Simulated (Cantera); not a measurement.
Input: 1 mol C₂H₄, 0.033 mol H₂O, equilibrated at 0.000230 bar.

Cantera equilibrium calculation (NASA polynomials, part measured and part estimated; ideal gas, pure solids and liquids). Candidate condensed phases: C, C₆H₆, C₇H₈, C₈H₁₈, H₂O; 110 gas species. Kinetics and transport are ignored.

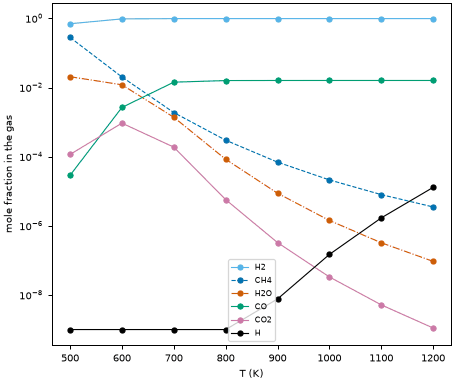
Figure: Equilibrium gas composition (values under 1e-9 drawn at 1e-9)

Task: Read off the mole fractions at 700 K.

Result: H₂ about 0.98, CO about 0.014, CH₄ about 0.0019, H₂O about 0.0014, CO₂ about 0.00019.
